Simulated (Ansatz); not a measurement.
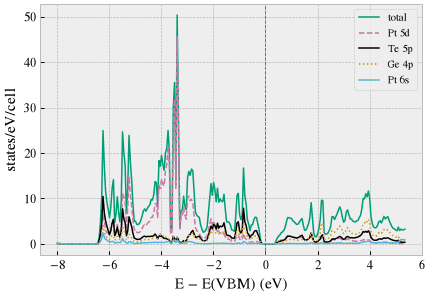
Figure: Total and projected density of states of GeTePt in space group P2_13 (No. 198; Ge on 4a, Te on 4a, Pt on 4a), r²SCAN (plane waves, PAW; program Ansatz)

Q: Which orbitals carry the states next to the gap?

A: Top 1 eV of the valence band: Te 5p 47 %, Ge 4p 30 %, Pt 5d 12 %. Bottom 1 eV of the conduction band: Pt 5d 30 %, Te 5p 29 %, Ge 4p 17 %, Ge 4s 13 %. Projections are on Löwdin-orthogonalised atomic valence shells; empty p or d shells of many metals are not among them.

Q: Where is the tallest occupied peak in this window, and what makes it?

A: Near -3.4 eV, about 50 states/eV per cell; the largest projected share is Pt 5d.

The workflow started from a Materials Project entry (that database holds measured and hypothetical structures alike); the Crystallography Open Database copy checked does not list it. Whether it is the stable phase at ambient conditions was not checked. The cell was relaxed with r²SCAN under the symmetry of its start; whether a distortion lowers the energy is not shown. The run is not spin-polarised. Scalar-relativistic: spin–orbit coupling is off unless named, which matters more the heavier the elements.

Potentials: the later of the program's two PAW sets.
